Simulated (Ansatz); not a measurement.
# CsSnI3 (P4/mbm): a many-body input that goes wrong, and its mend

Aim: the G0W0 gap of CsSnI3 (P4/mbm). The first input has a fault.

Calculated with Ansatz 0.2.0; G0W0 on LDA, plane waves, PAW.

## 1. The structure

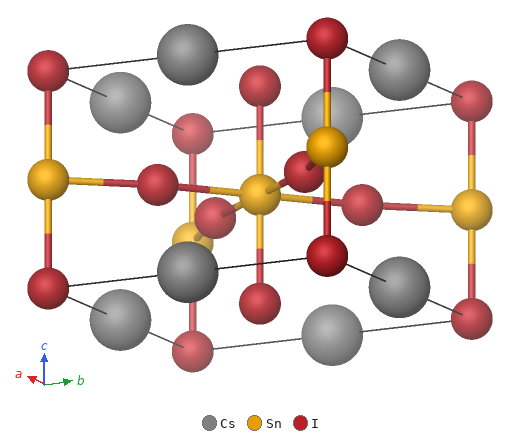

Start, viewed from a free direction; caesium grey, tin orange, iodine red. Some periodic images of atoms are drawn too.

Coordinates:

```cif
data_structure
_symmetry_space_group_name_H-M 'P 1'
_symmetry_Int_Tables_number 1
_cell_length_a 8.7182
_cell_length_b 8.7182
_cell_length_c 6.1908
_cell_angle_alpha 90.000
_cell_angle_beta 90.000
_cell_angle_gamma 90.000
_cell_volume 470.54
loop_
_atom_site_label
_atom_site_type_symbol
_atom_site_fract_x
_atom_site_fract_y
_atom_site_fract_z
_atom_site_occupancy
Cs1 Cs 0.50000 0.00000 0.00000 1
Cs2 Cs 0.00000 0.50000 0.00000 1
Sn3 Sn 0.00000 0.00000 0.50000 1
Sn4 Sn 0.50000 0.50000 0.50000 1
I5 I 0.00000 0.00000 0.00000 1
I6 I 0.50000 0.50000 0.00000 1
I7 I 0.77630 0.27630 0.50000 1
I8 I 0.72370 0.77630 0.50000 1
I9 I 0.22370 0.72370 0.50000 1
I10 I 0.27630 0.22370 0.50000 1
```

The cell and positions come from the Crystallography Open Database and are kept as given unless a step says otherwise. Spin-orbit coupling is left out unless a step names it. The default PAW set here is soft_2. Its files were made with PBE.

## 2. First try

Input file input.yaml:

```yaml
crystal:
  lattice:
    - [8.7182, 0.0, 0.0]
    - [0.0, 8.7182, 0.0]
    - [0.0, 0.0, 6.1908]
  atoms:
    - { symbol: Cs, position: [0.5, 0.0, 0.0] }
    - { symbol: Cs, position: [0.0, 0.5, 0.0] }
    - { symbol: Sn, position: [0.0, 0.0, 0.5] }
    - { symbol: Sn, position: [0.5, 0.5, 0.5] }
    - { symbol: I, position: [0.0, 0.0, 0.0] }
    - { symbol: I, position: [0.5, 0.5, 0.0] }
    - { symbol: I, position: [0.7763, 0.2763, 0.5] }
    - { symbol: I, position: [0.7237, 0.7763, 0.5] }
    - { symbol: I, position: [0.2237, 0.7237, 0.5] }
    - { symbol: I, position: [0.2763, 0.2237, 0.5] }
kpoints:
  mp_grid: { grid: [2, 2, 2] }
hamiltonian:
  xc: lda
scf:
  occupations: { method: fixed }
gw:
  n_empty_bands: 496
  ecut_chi: 60
  qp_bands: [v3, c3]
  qp_kpoints: [[0.137, 0.291, 0]]
  screening: { model: contour_deformation }
```

The run is started by

```console
$ ansatz run input.yaml --threads 3 --pin off --max-ram 92160MiB --backend cpu --events-out ev --progress --plain --runs-dir out
```

Numbers of over 12 decimals in the logs are rounded to 6 here.

What it wrote:

```text
Error: invalid value for `gw.qp_kpoints`: the listed point [0.137, 0.291, 0.0] is no point of the k-mesh [2, 2, 2] (kpoints.mp_grid); the nearest is [0.0, 0.5, 0.0]
```

Run time: 0.17 s. Hardware: 3 threads of AMD EPYC 7R13 (Zen 3), shared host; peak memory 0.12 GiB.

**Diagnosis.**

The program refused the input before any cycle.

The program's message: “Error: invalid value for `gw.qp_kpoints`: the listed point [0.137, 0.291, 0.0] is no point of the k-mesh [2, 2, 2] (kpoints.mp_grid); the nearest is [0.0, 0.5, 0.0]”

The fault: point off the mesh. Quasiparticle levels are computed on points of the mesh alone.

## 3. A better input

G0W0 replaces the xc potential by the self-energy, built once from these orbitals. Only a window of levels is corrected, while the sums run over the empty bands that the input names.

Changes to input.yaml since step 2:

```diff
@@ -26,3 +26,3 @@
   qp_bands: [v3, c3]
-  qp_kpoints: [[0.137, 0.291, 0]]
+  qp_kpoints: band_edges
   screening: { model: contour_deformation }
```

The run is started by

```console
$ ansatz run input.yaml --threads 3 --pin off --max-ram 92160MiB --backend cuda --events-out ev --progress --plain --runs-dir out --devices 1 --max-vram 13GiB
```

What it wrote:

```text
GPUs: using 1 of 1 available (devices: 1).
[...]
device memory: the entry about to start is reckoned to put 5.0 GiB on a device that reports 45.7 GiB free (of which the cap on the GPU budget leaves the run 13.0 GiB)
GPU FFT provider: cuFFT
GPU libraries: cuBLAS 13.8.2, cuFFT 12.4.0, cuSOLVER 12.3.4
Crystal: 10 atoms, lattice volume = 470.544 Å³
Basis set: ecut = 420 eV, 9213 PW (Γ)
Bands: 89, of which v1, the nominal top of the filled ones, is band 74 counted from 1 (73 counted from 0)
Symmetry: 16 space group operations
[...]
k-points: 6 of 8
[...]
GPU buffer pool allocated for 162000 grid points (all kernels)
GPU transforms: local potential and band sums: pruned to the plane-wave sphere, on 60×60×45
[...]
SCF iter   1: F=—  HF=-66912.263148 eV  |F-HF|=—  |Δ(HF+E_count)|=         —  Δρ=4.74e-3  dr2=7.13e-2  ethr=1.77e-3  ⟨swp⟩=5.2  Hψ=1804  notcnv=0  defer=75
[...]
0    72      3.0170   -17.1186     2.5005   -14.3428  0.7106     2.7372     2.7417  root
     0    73      3.3361   -17.3289     2.4797   -14.5908  0.7141     3.0736     3.0777  root
     0    74      4.2525   -16.5293     1.0240   -15.7233  0.7354     4.4688     4.4705  root
     0    75      5.8172    -8.7732    -3.3290   -12.6429  0.7386     6.3778     6.3579  root
     0    76      5.8172    -8.7732    -3.3290   -12.6429  0.7386     6.3778     6.3579  root
     0    77      7.0882    -3.8804    -3.5906    -7.9165  0.7761     7.5460     7.5337  root
     1    72      3.4558   -17.4846     2.4512   -14.7639  0.7168     3.1821     3.1863  root
     1    73      3.6760   -17.3931     1.9655   -15.3885  0.7168     3.6369     3.6369  root
[...]
5    74      4.3000   -16.7706     1.2647   -15.6575  0.7316     4.4507     4.4516  root
     5    75      5.7678    -8.3013    -3.7317   -12.6226  0.7259     6.3848     6.3575  root
     5    76      5.7678    -8.3013    -3.7317   -12.6226  0.7259     6.3848     6.3575  root
     5    77      5.7974    -8.7560    -3.3165   -12.6141  0.7388     6.3590     6.3390  root
[key lines of the parts left out:]
SCF converged after 8 iterations
Free energy (F): -66912.238140 eV
Fermi energy:    5.047387 eV
```

Run time: 34 s. Hardware: 1 × NVIDIA H100 80GB HBM3 (shared by 6 runs) with 3 threads; peak memory 2.2 GiB; 54 s of CPU time.

In the SCF lines HF is the Harris–Foulkes energy and dr2 the Hartree energy of the density residual, in eV; the loop may stop once dr2 is under the threshold and the program's other checks hold. Hψ counts applications of the Hamiltonian.

This step gave:

| Quantity | Value |
| --- | --- |
| bands summed | 570 |
| RPA ε∞ on this mesh (eigenvalues) | 213.5, 213.5, 379.9 |
| plane waves in the screening matrix | 487 |
| q-points in the mesh | 8 |
| G0W0 gap on the mesh | 0.5339 eV |
| k of the valence top | 0, 0, -0.5 |
| k of the conduction bottom | 0, 0, -0.5 |
| starting gap on the mesh | 0.2614 eV |
| Z at the valence top | 0.7388 |
| Z at the conduction bottom | 0.7432 |
| least direct G0W0 gap on the computed points | 0.5339 eV |

The gap on the mesh goes from 0.26 eV to 0.53 eV, a correction of +0.27 eV, though a band edge has moved to another state.

## 4. Summary of results

```
first try  : refused after 0.17 s
better run : G0W0 gap on the mesh 0.53 eV (2×2×2 mesh, 496 empty bands, screening to 60 eV)
```

The second run differs in: points asked. Bands and cutoff are finite, so the gap is not at the basis limit. The miss can reach some tenths of an eV and take either sign; the mesh is an error of its own. The 2×2×2 mesh is coarse for this cell (its supercell is 12 Å along the shortest edge). The RPA ε∞ on it, from the LDA start, is 213.51 and 379.94; such meshes misread the long-range screening, most where the gap is narrow. With atoms this heavy and so narrow a gap, spin-orbit coupling can invert the bands. These scalar-relativistic gaps are then model values, not to be set against experiment, and a spin-orbit change taken from DFT can't simply be added. On this mesh the RPA ε∞ passes 90, more than nearly any semiconductor shows; a coarse mesh does this where one point with a narrow direct gap carries much weight. The screening is then too strong, and the G0W0 gap should not be taken as the material's.

[Paths, hosts, dates, memory and timing lines, banners, echoed tables and standing remarks are left out of the program output.]

[Logs are printed without paths, hosts, clocks, repeated set-up lines and the standing remarks that a program may print on its own settings, such as how far it seeks lower states.]

[Runs of the session that timed out or met a known fault of the program may be left out.]

[Cells called generated may have been cut or substituted from an entry of the Crystallography Open Database or the Materials Project.]

[Hosts, paths, dates, database ids (printed as entryN), source tags and the programs' standing remarks are cut or masked in the printed files.]
